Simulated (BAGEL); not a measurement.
# CASPT2(13,10)/def2-TZVP (density fitting with cc-pvqz-jkfit) run of CH2S− (SMILES [CH2][S-])

Aim: the energy change on altering one bond length of CH2S− at CASPT2(13,10)/def2-TZVP (density fitting with cc-pvqz-jkfit), from 2 runs. 

The calculation is run with BAGEL 1.2.2.

1 further run of the same task is left out (set aside as unsound or not needed). Runs told in other sessions of the task aren't counted.

### Step 1. The system as given

CH2S−: 4 atoms, total charge -1, spin state doublet. As SMILES, `[CH2][S-]`. The coordinates come from a GFN2-xTB relaxation.

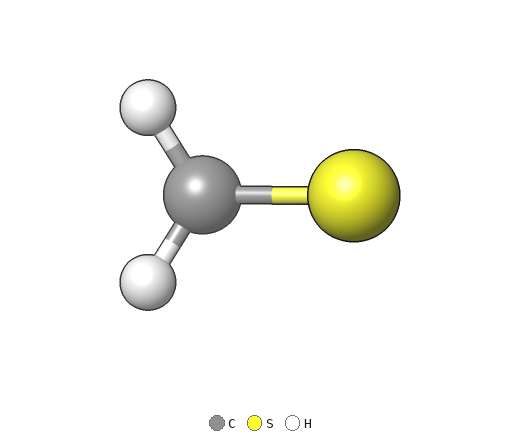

The structure, seen from a chosen angle (carbon grey, sulfur yellow, hydrogen white).

### Step 2. A single-point energy at CASPT2(13,10)/def2-TZVP (density fitting with cc-pvqz-jkfit)

caspt2.json

```json
{ "bagel": [

{
  "title": "molecule",
  "basis": "def2-tzvp.json",
  "df_basis": "cc-pvqz-jkfit",
  "angstrom": true,
  "geometry": [
    { "atom": "C", "xyz": [       0.120820,      -0.185020,       0.041880 ] },
    { "atom": "S", "xyz": [      -0.351220,       1.263980,       0.798430 ] },
    { "atom": "H", "xyz": [      -0.636130,      -0.955650,      -0.091780 ] },
    { "atom": "H", "xyz": [       0.866540,      -0.123310,      -0.748530 ] }
  ]
},

{
  "title": "hf"
},

{
  "title": "casscf",
  "nstate": 1,
  "nact": 10,
  "nclosed": 6,
  "charge": -1,
  "nspin": 1,
  "maxiter": 200,
  "natocc": true
},

{
  "title": "print",
  "file": "orbitals.molden",
  "orbitals": true
},

{
  "title": "smith",
  "method": "caspt2",
  "ms": true,
  "xms": true,
  "sssr": true,
  "shift": 0.0,
  "ncore": 6
}

]}
```

The basis set def2-TZVP is read from a file made from the Basis Set Exchange's data (not shown).

Run with:

```
BAGEL_NUM_THREADS=1 BAGEL caspt2.json > caspt2.out
```

The log of the run:

```text
* using 1 threads per process

  ===============================================================
  ===============================================================

  *** Geometry ***

  { "atom" : "C", "xyz" : [      0.228317,     -0.349637,      0.079142 ] },
  { "atom" : "S", "xyz" : [     -0.663710,      2.388576,      1.508814 ] },
  { "atom" : "H", "xyz" : [     -1.202111,     -1.805917,     -0.173439 ] },
  { "atom" : "H", "xyz" : [      1.637523,     -0.233022,     -1.414517 ] },

  Number of auxiliary basis functions:      356

  Since a DF basis is specified, we compute 2- and 3-index integrals:
    o Being stored without compression. Storage requirement is 0.018 GB

  Number of basis functions:       80
  Number of electrons      :       24

    * METHOD: MOLECULE                             0.11

  *** RHF ***

  === Nuclear Repulsion ===
    43.0111782292

      * DIIS with orbital gradients will be used.

  === RHF iteration (def2-tzvp.json) ===
      0       -436.49577775          0.01146631           0.02
      1       -436.52503549          0.00518943           0.02
      2       -436.53039835          0.00211011           0.02
      3       -436.53164884          0.00048226           0.02
      4       -436.53173037          0.00013909           0.02
      5       -436.53174755          0.00006440           0.02
      6       -436.53175201          0.00002385           0.02
      7       -436.53175268          0.00000703           0.02
      8       -436.53175273          0.00000171           0.02
      9       -436.53175274          0.00000058           0.02
     10       -436.53175274          0.00000031           0.02
     11       -436.53175274          0.00000008           0.02
     12       -436.53175274          0.00000004           0.02
     13       -436.53175274          0.00000002           0.02
     14       -436.53175274          0.00000001           0.02
    * SCF iteration converged.

    * Permanent dipole moment:
           (   -0.153291,     0.693166,     0.527830) a.u.

    * METHOD: HF                                   0.40

  ---------------------------
      CASSCF calculation
  ---------------------------

    * nstate   :      1
    * nclosed  :      6
    * nact     :     10
    * nvirt    :     64
  === CASSCF iteration (def2-tzvp.json) ===

    * Using the second-order algorithm

      0  0      -436.53392543     1.07e-02      0.41

      1  0      -436.57571575     1.96e-03      0.44

      2  0      -436.60550164     1.08e-03      0.43

      3  0      -436.60999776     4.14e-04      0.45

      4  0      -436.61015671     1.42e-04      0.45

      5  0      -436.61016617     4.35e-05      0.45

      6  0      -436.61016768     1.55e-05      0.46

      7  0      -436.61016807     7.21e-06      0.46

      8  0      -436.61016820     3.99e-06      0.46

      9  0      -436.61016824     2.34e-06      0.45

     10  0      -436.61016825     1.39e-06      0.47

     11  0      -436.61016826     8.30e-07      0.46

     12  0      -436.61016826     4.95e-07      0.45

     13  0      -436.61016826     2.95e-07      0.45

     14  0      -436.61016826     1.75e-07      0.45

     15  0      -436.61016826     1.04e-07      0.47

     16  0      -436.61016826     6.18e-08      0.47

     17  0      -436.61016826     3.67e-08      0.45

     18  0      -436.61016826     2.17e-08      0.45

     19  0      -436.61016826     1.29e-08      0.45

     20  0      -436.61016826     7.63e-09      0.44

    * Second-order optimization converged. *

     guess   0:   closed 111111....           open ......1...

  === FCI iteration ===

      0  0      -436.53944156     2.23e-03      0.01
      1  0      -436.60354173     7.66e-04      0.01
      2  0      -436.60953188     2.45e-04      0.01
      3  0      -436.61010762     7.29e-05      0.01
      4  0      -436.61016353     2.03e-05      0.01
      5  0      -436.61016779     6.35e-06      0.01
      6  0      -436.61016820     2.04e-06      0.01
      7  0      -436.61016825     8.86e-07      0.01
      8  0      -436.61016826     3.69e-07      0.01
      9  0      -436.61016826     1.32e-07      0.01
     10  0      -436.61016826     4.65e-08      0.01
     11  0      -436.61016826     1.45e-08      0.01
     12  0      -436.61016826     3.84e-09      0.01
     13  0      -436.61016826     1.22e-09      0.01
     14  0      -436.61016826     4.34e-10      0.01
     15  0      -436.61016826     1.49e-10      0.01
     16  0 *    -436.61016826     4.87e-11      0.01

     * ci vector, state   0, <S^2> = 0.7500
       222222a...     0.9782725805
       22222.a2..     0.0681302775
       22a22b2a..     0.0667586312
       2222.2a..2     0.0632145661
       22a22a2b..     0.0583492378

    * METHOD: CASSCF                               9.78

    * METHOD: PRINT                                0.02

  === SMITH program ===

    * freezing 6 orbitals

    * Approximate memory requirement for SMITH calulation per MPI process:
      o Storage requirement for T-amplitude, lambda, and residual is 0.01 GB
      o Storage requirement for MO integrals is 0.00 GB
    * Calculating and saving rdm4f

    * Zeroth order energy : state  0       -3.9962559125

    * CASPT2 iteration is performed using redundant basis

      ---- iteration ----

        0    -0.27729813     0.00726894      0.37
        1    -0.27944444     0.00098790      0.37
        2    -0.27951578     0.00013916      0.37
        3    -0.27951672     0.00001928      0.37
        4    -0.27951675     0.00000339      0.37
        5    -0.27951675     0.00000056      0.37

      -------------------

    * CASPT2 energy : state  0     -436.8896850129
        reference weight              0.8953753496

    * METHOD: SMITH                               11.66

  ===============================================================
```

Run time: 22 s. Hardware: 1 thread of Arm Neoverse V1, shared host; peak memory 3 GiB.

### Step 3. The distorted shape

input.json

```json
{ "bagel": [

{
  "title": "molecule",
  "basis": "def2-tzvp.json",
  "df_basis": "cc-pvqz-jkfit",
  "angstrom": "true",
  "geometry": [
    { "atom": "C", "xyz": [    0.498442,   -1.344190,   -0.563344 ] },
    { "atom": "S", "xyz": [   -0.351220,    1.263980,    0.798430 ] },
    { "atom": "H", "xyz": [   -0.258508,   -2.114820,   -0.697004 ] },
    { "atom": "H", "xyz": [    1.244162,   -1.282480,   -1.353754 ] }
  ]
},
{
  "title": "hf"
},
{
  "title": "casscf",
  "nstate": 1,
  "nact": 10,
  "nclosed": 6,
  "charge": -1,
  "nspin": 1,
  "maxiter": 200,
  "natocc": "true"
},
{
  "title": "print",
  "file": "orbitals.molden",
  "orbitals": "true"
},
{
  "title": "smith",
  "method": "caspt2",
  "ms": "true",
  "xms": "true",
  "sssr": "true",
  "shift": 0.0,
  "ncore": 6
}

]}
```

The basis set def2-TZVP is read from a file made from the Basis Set Exchange's data (not shown).

Run with:

```
BAGEL_NUM_THREADS=1 BAGEL input.json > input.out
```

The log of the run:

```text
* using 1 threads per process

  ===============================================================
  ===============================================================

  *** Geometry ***

  { "atom" : "C", "xyz" : [      0.941919,     -2.540151,     -1.064566 ] },
  { "atom" : "S", "xyz" : [     -0.663710,      2.388576,      1.508814 ] },
  { "atom" : "H", "xyz" : [     -0.488509,     -3.996431,     -1.317147 ] },
  { "atom" : "H", "xyz" : [      2.351125,     -2.423536,     -2.558224 ] },

  Number of auxiliary basis functions:      356

  Since a DF basis is specified, we compute 2- and 3-index integrals:
    o Being stored without compression. Storage requirement is 0.018 GB

  Number of basis functions:       80
  Number of electrons      :       24

    * METHOD: MOLECULE                             0.11

  *** RHF ***

  === Nuclear Repulsion ===
    27.2914894278

      * DIIS with orbital gradients will be used.

  === RHF iteration (def2-tzvp.json) ===
      0       -436.16352545          0.01637433           0.02
      1       -436.12739545          0.02065077           0.02
      2       -436.29468545          0.00419707           0.02
      3       -436.32028967          0.00208332           0.02
      4       -436.32656396          0.00085268           0.02
      5       -436.32732551          0.00029395           0.02
      6       -436.32740875          0.00015528           0.02
      7       -436.32744812          0.00011388           0.02
      8       -436.32749268          0.00005379           0.02
      9       -436.32750329          0.00003104           0.02
     10       -436.32750699          0.00002616           0.02
     11       -436.32750979          0.00002368           0.02
     12       -436.32751728          0.00001490           0.02
     13       -436.32752132          0.00000538           0.02
     14       -436.32752153          0.00000225           0.02
     15       -436.32752155          0.00000118           0.02
     16       -436.32752155          0.00000075           0.02
     17       -436.32752155          0.00000044           0.02
     18       -436.32752155          0.00000021           0.02
     19       -436.32752155          0.00000010           0.02
     20       -436.32752155          0.00000009           0.02
     21       -436.32752155          0.00000006           0.02
     22       -436.32752155          0.00000002           0.02
     23       -436.32752155          0.00000000           0.02
    * SCF iteration converged.

    * Permanent dipole moment:
           (   -0.189375,     0.982298,     0.811697) a.u.

    * METHOD: HF                                   0.58

  ---------------------------
      CASSCF calculation
  ---------------------------

    * nstate   :      1
    * nclosed  :      6
    * nact     :     10
    * nvirt    :     64
  === CASSCF iteration (def2-tzvp.json) ===

    * Using the second-order algorithm

      0  0      -436.41551382     1.18e-02      0.76

      1  0      -436.46964516     4.76e-03      0.65

      2  0      -436.49764057     1.58e-03      0.63

      3  0      -436.50097629     3.86e-04      0.60

      4  0      -436.50111568     1.41e-04      0.61

      5  0      -436.50112906     5.36e-05      0.60

      6  0      -436.50113081     2.04e-05      0.62

      7  0      -436.50113105     7.73e-06      0.61

      8  0      -436.50113108     2.93e-06      0.61

      9  0      -436.50113109     1.11e-06      0.62

     10  0      -436.50113109     4.21e-07      0.64

     11  0      -436.50113109     1.60e-07      0.60

     12  0      -436.50113109     6.06e-08      0.60

     13  0      -436.50113109     2.30e-08      0.59

     14  0      -436.50113109     8.70e-09      0.59

    * Second-order optimization converged. *

     guess   0:   closed 111111....           open ......1...

  === FCI iteration ===

      0  0      -436.36673746     2.17e-03      0.01
      1  0      -436.46969197     1.14e-03      0.01
      2  0      -436.49352189     6.34e-04      0.01
      3  0      -436.49967845     2.48e-04      0.01
      4  0      -436.50070545     1.08e-04      0.01
      5  0      -436.50096420     7.76e-05      0.01
      6  0      -436.50107386     5.06e-05      0.01
      7  0      -436.50111705     2.37e-05      0.01
      8  0      -436.50112761     1.16e-05      0.01
      9  0      -436.50113008     5.74e-06      0.01
     10  0      -436.50113077     3.30e-06      0.01
     11  0      -436.50113101     1.71e-06      0.01
     12  0      -436.50113107     8.28e-07      0.01
     13  0      -436.50113108     4.60e-07      0.01
     14  0      -436.50113109     2.19e-07      0.01
     15  0      -436.50113109     1.53e-07      0.01
     16  0      -436.50113109     1.16e-07      0.01
     17  0      -436.50113109     6.78e-08      0.01
     18  0      -436.50113109     4.20e-08      0.01
     19  0      -436.50113109     3.79e-08      0.01
    ** throwing out 1 trial vectors **
     20  0      -436.50113109     2.70e-08      0.01
    ** throwing out 1 trial vectors **
     21  0      -436.50113109     1.44e-08      0.01
    ** throwing out 1 trial vectors **
     22  0      -436.50113109     6.61e-09      0.01
    ** throwing out 1 trial vectors **
     23  0      -436.50113109     2.18e-09      0.01
    ** throwing out 1 trial vectors **
     24  0      -436.50113109     1.05e-09      0.02
    ** throwing out 1 trial vectors **
     25  0      -436.50113109     5.14e-10      0.02
    ** throwing out 1 trial vectors **
     26  0      -436.50113109     2.15e-10      0.02
    ** throwing out 1 trial vectors **
     27  0 *    -436.50113109     7.27e-11      0.01

     * ci vector, state   0, <S^2> = 0.7500
       222222a...     0.8428271982
       22222.a2..     0.4008397475
       22222aba..     0.2533440866
       22222baa..     0.1274403199
       22222aab..     0.1259037667
       2222.2a..2     0.0558038936
       22222a.2..    -0.0511779591

    * METHOD: CASSCF                               9.82

    * METHOD: PRINT                                0.02

  === SMITH program ===

    * freezing 6 orbitals

    * Approximate memory requirement for SMITH calulation per MPI process:
      o Storage requirement for T-amplitude, lambda, and residual is 0.01 GB
      o Storage requirement for MO integrals is 0.00 GB
    * Calculating and saving rdm4f

    * Zeroth order energy : state  0       -3.6130850350

    * CASPT2 iteration is performed using redundant basis

      ---- iteration ----

        0    -0.25470492     0.00515071      0.35
        1    -0.25587386     0.00074269      0.36
        2    -0.25591987     0.00012102      0.36
        3    -0.25592076     0.00001634      0.36
        4    -0.25592080     0.00000407      0.36
        5    -0.25592080     0.00000072      0.36

      -------------------

    * CASPT2 energy : state  0     -436.7570518905
        reference weight              0.8962136906

    * METHOD: SMITH                               10.84

  ===============================================================
```

It took 22 s on 1 thread of Arm Neoverse V1, shared host; peak memory 3 GiB.

### Step 4. Results

At CASPT2(13,10)/def2-TZVP (density fitting with cc-pvqz-jkfit), 6 core orbitals frozen:

```
                                                         quantity          value
                                        first shape: total energy  -436.88969 Eh
                                    distorted shape: total energy  -436.75705 Eh
energy change with the C1–S2 bond stretched from 1.701 to 3.062 Å       3.609 eV
```

In words: With the C1–S2 bond stretched from 1.701 to 3.062 Å the energy rises by 3.61 eV (348 kJ/mol). The first shape isn't relaxed at this level, so the change isn't measured from a minimum.
